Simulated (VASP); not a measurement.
Band structure of Pb4SSe3 (ordered alloy cell). Computed with PBEsol GGA, VASP's PBE PAW potentials (set 64) (plane waves; VASP 6.6.1).

Unless said otherwise, spin-orbit coupling is left out, though it shifts the bands of the heavy elements here.

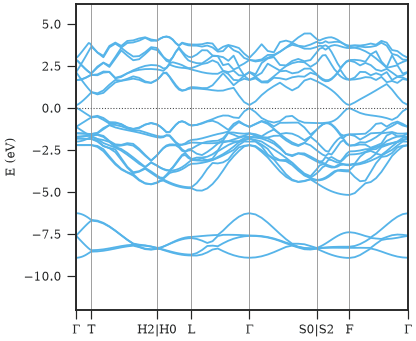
Figure: Bands along high-symmetry lines, zero at the valence-band maximum or, without a gap, the Fermi level

Question: Read the plot: is there a gap, and where are the band edges?

Answer: The gap is direct, 0.18 eV, from the valence maximum at Γ to the conduction minimum at Γ. (Edges off the drawn lines would not show.)

The structure was generated: Pb4SSe3 was put into an ordered model structure (R-3m), which need not be its known phase. It was relaxed first.
